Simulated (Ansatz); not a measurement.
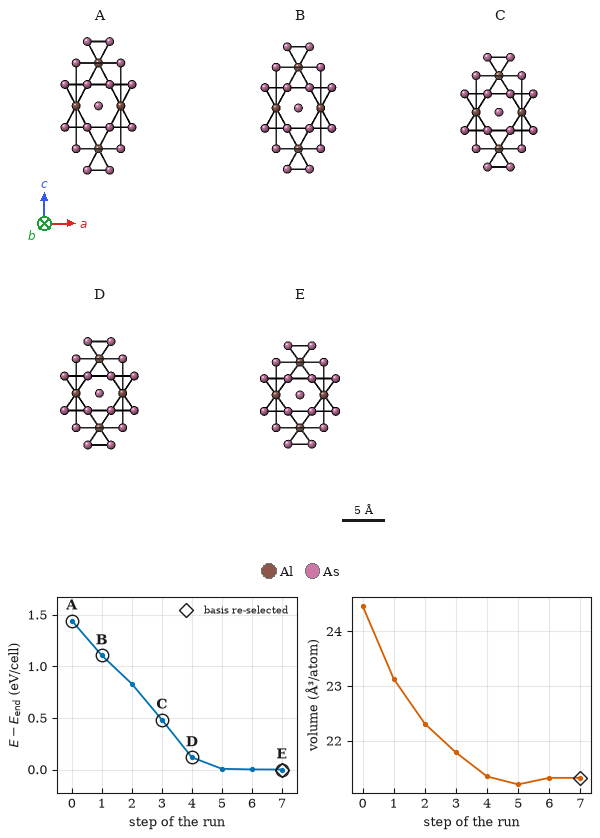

Frames of a relaxation of crystalline AlAs5 (a generated structure, set up in I4/mmm) (coarse preliminary run), marked on the history of the run. Style: ball-and-stick. Shown: the conventional cell (2 times the calculation's cell), along the b axis. Lengths and directions refer to the drawn axes.

These are results of DFT PBE, scalar-relativistic, plane waves, PAW (Ansatz 0.2.0), not measurements. Settings: plane-wave cutoff 420 eV; k-point mesh 4 × 4 × 4; occupations gaussian; smearing width 0.1 eV; no spin polarisation; cell and atoms relaxed; force threshold 0.04 eV/Å; at most 70 steps.

**What happens along the run?**

The atoms keep their places relative to the cell (all moves are under 0.005 Å). The volume changes by −12.9 %, with a = b 5.349 → 5.709 Å (+6.7 %), c 10.261 → 7.849 Å (−23.5 %). Some distances before and after: Al–As 3.187 → 2.815 Å, As–As 3.187 → 2.815 Å, As–As 2.675 → 2.855 Å. The space group stays I4/mmm (No. 139). After 6 accepted moves (7 points after the start) the energy has fallen by 1.443 eV per cell of the calculation. All forces vanish by symmetry, so only the cell relaxes. Pressure: −3.74 GPa at the start and 0.00 GPa at the end. At 1 point the geometry stayed and the basis and grid were re-selected for the new cell (energy shift of 0.9 meV per cell of the calculation at most each time). From step 0 to 1: volume −5.5 %, energy −0.337 eV per cell of the calculation. From step 1 to 3: volume −5.8 %, energy −0.623 eV per cell of the calculation. From step 3 to 4: volume −2.0 %, energy −0.365 eV per cell of the calculation. From step 4 to 7: volume −0.1 %, energy −0.118 eV per cell of the calculation.
